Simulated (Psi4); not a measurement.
# [NH4]+ (ammonium): MP3/def2-TZVPP

Aim: the vertical ionisation energy of [NH4]+ (ammonium) at MP3/def2-TZVPP, from 2 runs. Input form: a Python script.

The results are computed with Psi4 1.11.

6 further runs of the same task are left out: 3 that didn't finish, 3 set aside as unsound or not needed.

## (1) The molecule

The species is [NH4]+ (5 atoms), meant as a singlet with charge +1. As SMILES, `[NH4+]`. Geometry: relaxed at PBE0-D4/def2-TZVP.

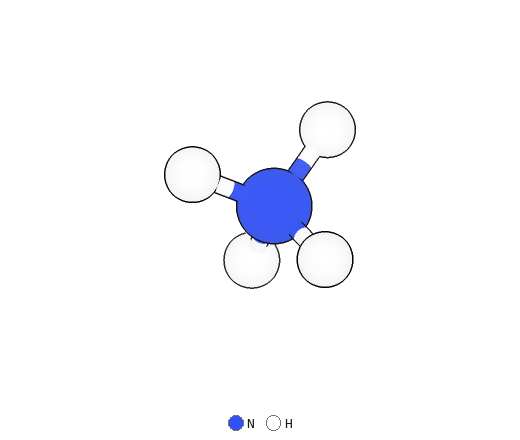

The structure, seen from a chosen angle (nitrogen blue, hydrogen white).

## (2) A single-point energy at MP3/def2-TZVPP

job.py

```python
import psi4

psi4.set_memory('2200 MB')
psi4.set_num_threads(1)
psi4.core.set_output_file('run.log', False)

mol = psi4.geometry("""
1 1
N      0.000010     0.000010     0.000000
H      0.453330    -0.447860     0.801010
H     -0.972430     0.216180     0.235210
H      0.023940    -0.633460    -0.803650
H      0.495160     0.865130    -0.232580
symmetry c1
no_reorient
no_com
""")

psi4.set_options({
    'basis': 'def2-TZVPP',
    'puream': True,
    'e_convergence': 1e-09,
    'd_convergence': 1e-08,
    'scf_type': 'pk',
    'num_frozen_docc': 1,
    'mp_type': 'conv',
})

result, w = psi4.energy('mp3', molecule=mol, return_wfn=True)
print(f'mp3 energy: {result:.10f} Eh')
```

Started as:

```bash
$ python job.py
```

run.log:

```text
[...]
  Running in c1 symmetry.
[...]
  Nuclear repulsion =   16.375270078084789
[...]
  Multiplicity = 1
[...]
  Nalpha       = 5
  Nbeta        = 5
[...]
    Number of basis functions: 87
[...]
   @RHF iter   1:   -56.51887327768992   -1.13364e-02   3.25467e-03 ADIIS/DIIS
[...]
   @RHF iter   8:   -56.56604360420837   -2.13873e-12   2.06582e-09 DIIS
[...]
    Orbital Energies [Eh]
    ---------------------
    Doubly Occupied:
       1A    -15.938607     2A     -1.545675     3A     -0.999221
       4A     -0.999205     5A     -0.999199
[...]
  @RHF Final Energy:   -56.56604360420837
   => Energetics <=
    Nuclear Repulsion Energy =             16.3752700780847888
    One-Electron Energy =                -104.9188155349088447
    Two-Electron Energy =                  31.9775018526156849
    Total Energy =                        -56.5660436042083745
[...]
 Multipole Moments:
 ------------------------------------------------------------------------------------
     Multipole            Electronic (a.u.)      Nuclear  (a.u.)        Total (a.u.)
 ------------------------------------------------------------------------------------
 L = 1.  Multiply by 2.5417464519 to convert [e a0] to [Debye]
 Dipole X            :         -0.0001333            0.0001323           -0.0000011
 Dipole Y            :         -0.0001217            0.0001134           -0.0000083
 Dipole Z            :          0.0000129           -0.0000189           -0.0000060
 Magnitude           :                                                    0.0000103
[...]
	SCS-MP2 Total Energy (a.u.)        :   -56.79889500612785
	SOS-MP2 Total Energy (a.u.)        :   -56.80109296810750
[...]
	SOS-PI-MP2 Total Energy (a.u.)     :   -56.81917368840742
[...]
	MP2 Total Energy (a.u.)            :   -56.79449908216856
[...]
	SCS-MP3 Total Energy (a.u.)        :   -56.80236611506516
[...]
	MP3 Total Energy (a.u.)            :   -56.80838351791780
[...]
```

The script printed:

```text
mp3 energy: -56.8083835179 Eh
```

Wall time 23 s (1 thread of Intel Xeon at 2.50GHz (Skylake/Cascade Lake), shared host); peak memory 0.9 GiB.

## (3) Doublet [NH4]2+ at the same level

job.py

```python
import psi4

psi4.set_memory(2200000000)
psi4.set_num_threads(1)
psi4.core.set_output_file('output.dat', False)

molecule = psi4.geometry("""
2 2
N      0.000010     0.000010     0.000000
H      0.453330    -0.447860     0.801010
H     -0.972430     0.216180     0.235210
H      0.023940    -0.633460    -0.803650
H      0.495160     0.865130    -0.232580
symmetry c1
no_reorient
no_com
""")

psi4.set_options({
    'reference': 'uhf',
    'puream': True,
    'e_convergence': 1e-09,
    'd_convergence': 1e-08,
    'scf_type': 'pk',
    'num_frozen_docc': 1,
    'maxiter': 100,
    'mp_type': 'conv',
})

result, w = psi4.energy('mp3/def2-TZVPP', return_wfn=True)
print(f'mp3/def2-TZVPP energy: {result:.10f} Eh')
```

Started as:

```bash
$ python job.py
```

output.dat:

```text
[...]
  Running in c1 symmetry.
[...]
  Nuclear repulsion =   16.375270078084789
[...]
  Multiplicity = 2
[...]
  Nalpha       = 5
  Nbeta        = 4
[...]
    Number of basis functions: 87
[...]
   @UHF iter   1:   -55.54826703065231    9.59270e-01   4.03093e-03 ADIIS/DIIS
[...]
   @UHF iter  27:   -55.63165421775945   -1.97531e-12   2.39389e-09 DIIS
[...]
   @S^2 Observed:                7.589699956E-01
[...]
    Orbital Energies [Eh]
    ---------------------
    Alpha Occupied:
       1A    -16.423806     2A     -2.043383     3A     -1.542947
       4A     -1.454185     5A     -1.435423
    Alpha Virtual:
       6A     -0.403641     7A     -0.344090     8A     -0.314557
       9A     -0.299369    10A     -0.194236    11A     -0.186309
      12A     -0.175689    13A     -0.002968    14A      0.005075
      15A      0.018583    16A      0.029075    17A      0.057947
      18A      0.066404    19A      0.194381    20A      0.450506
      21A      0.469165    22A      0.484380    23A      0.658416
      24A      0.661202    25A      0.668821    26A      0.728968
[...]
  @UHF Final Energy:   -55.63165421775945
   => Energetics <=
    Nuclear Repulsion Energy =             16.3752700780847888
    One-Electron Energy =                 -99.9734583780098802
    Two-Electron Energy =                  27.9665340821656372
    Total Energy =                        -55.6316542177594471
  UHF NO Occupations:
  HONO-2 :    3  A 1.9994588
  HONO-1 :    4  A 1.9963787
[...]
 Multipole Moments:
 ------------------------------------------------------------------------------------
     Multipole            Electronic (a.u.)      Nuclear  (a.u.)        Total (a.u.)
 ------------------------------------------------------------------------------------
 L = 1.  Multiply by 2.5417464519 to convert [e a0] to [Debye]
 Dipole X            :          0.0848845            0.0001323            0.0850168
 Dipole Y            :         -0.1926281            0.0001134           -0.1925147
 Dipole Z            :         -0.0003343           -0.0000189           -0.0003532
 Magnitude           :                                                    0.2104516
[...]
	SCS-MP2 Total Energy (a.u.)        :   -55.81597954588233
	SOS-MP2 Total Energy (a.u.)        :   -55.81838355843454
[...]
	SOS-PI-MP2 Total Energy (a.u.)     :   -55.83274735387108
[...]
	MP2 Total Energy (a.u.)            :   -55.81117152077789
[...]
	SCS-MP3 Total Energy (a.u.)        :   -55.82019225514845
[...]
	MP3 Total Energy (a.u.)            :   -55.82802235784238
[...]
```

Standard output:

```text
mp3/def2-TZVPP energy: -55.8280223578 Eh
```

Wall time 39 s (1 thread of Intel Xeon at 2.50GHz (Skylake/Cascade Lake), shared host); peak memory 0.93 GiB.

## (4) Outcome

At MP3/def2-TZVPP, 1 core orbital frozen:

| quantity | value |
| --- | --- |
| singlet [NH4]+: total energy | -56.80838 Eh |
| singlet [NH4]+: HOMO energy (Hartree–Fock orbitals) | -27.19 eV |
| singlet [NH4]+: LUMO energy (Hartree–Fock orbitals) | -3.24 eV |
| singlet [NH4]+: HOMO–LUMO gap (Hartree–Fock orbitals) | 23.95 eV |
| singlet [NH4]+: correlation energy (1 core orbital frozen) | -242.3 mEh |
| doublet [NH4]2+: total energy | -55.82802 Eh |
| doublet [NH4]2+: HOMO energy (Hartree–Fock orbitals) (highest over α and β) | -38.45 eV |
| doublet [NH4]2+: LUMO energy (Hartree–Fock orbitals) (lowest over α and β) | -23.89 eV |
| doublet [NH4]2+: correlation energy (1 core orbital frozen) | -196.4 mEh |
| doublet [NH4]2+: ⟨S²⟩ of the reference determinant | 0.759 |
| vertical ionisation energy (to the doublet dication) | 26.677 eV |

In words: The vertical ionisation energy comes to 26.68 eV (2574 kJ/mol).
